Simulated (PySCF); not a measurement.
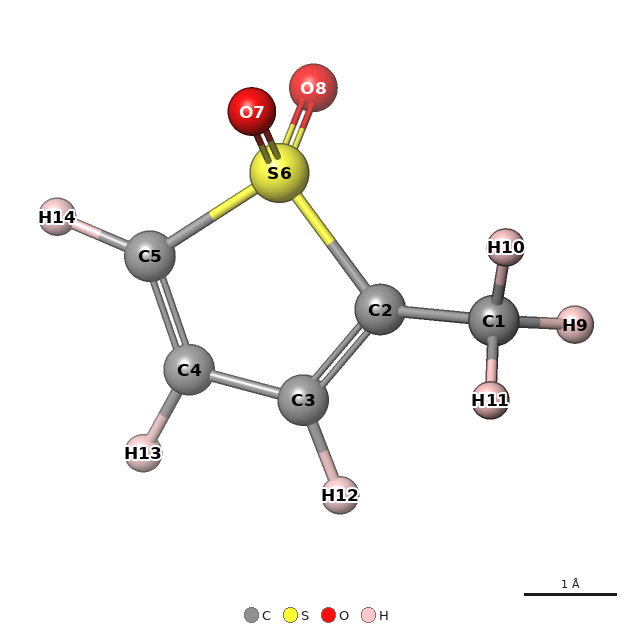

Orthographic view. Depth is shown by fading: the farther an atom, the more it takes the colour of the background. Geometry: a frame of a GFN2-xTB molecular-dynamics simulation, not a minimum.

Write a MOL file (V2000) with the atoms in numerical order, bonds sorted by atom number with the orders drawn, and coordinates in the frame of the picture: x right, y up, z towards the viewer, origin at the mean position.

```
C5H6O2S
                    3D

 14 14  0  0  0  0  0  0  0  0999 V2000
    1.9000   -0.2500    0.8800 C   0  0  0  0  0  0  0  0  0  0  0  0
    0.6600   -0.1300    0.0900 C   0  0  0  0  0  0  0  0  0  0  0  0
   -0.1800   -1.1200   -0.3900 C   0  0  0  0  0  0  0  0  0  0  0  0
   -1.4200   -0.7900   -0.8500 C   0  0  0  0  0  0  0  0  0  0  0  0
   -1.8500    0.4500   -0.5700 C   0  0  0  0  0  0  0  0  0  0  0  0
   -0.4400    1.3600    0.0400 S   0  0  0  0  0  0  0  0  0  0  0  0
   -0.7400    2.0300    1.2500 O   0  0  0  0  0  0  0  0  0  0  0  0
   -0.0700    2.2900   -1.0300 O   0  0  0  0  0  0  0  0  0  0  0  0
    2.7800   -0.2900    0.2200 H   0  0  0  0  0  0  0  0  0  0  0  0
    2.0300    0.5500    1.5500 H   0  0  0  0  0  0  0  0  0  0  0  0
    1.8600   -1.1200    1.6100 H   0  0  0  0  0  0  0  0  0  0  0  0
    0.2300   -2.1600   -0.6300 H   0  0  0  0  0  0  0  0  0  0  0  0
   -1.9200   -1.7000   -1.4400 H   0  0  0  0  0  0  0  0  0  0  0  0
   -2.8600    0.8800   -0.7300 H   0  0  0  0  0  0  0  0  0  0  0  0
  1  2  1  0
  1  9  1  0
  1 10  1  0
  1 11  1  0
  2  3  2  0
  2  6  1  0
  3  4  1  0
  3 12  1  0
  4  5  2  0
  4 13  1  0
  5  6  1  0
  5 14  1  0
  6  7  2  0
  6  8  2  0
M  END
```
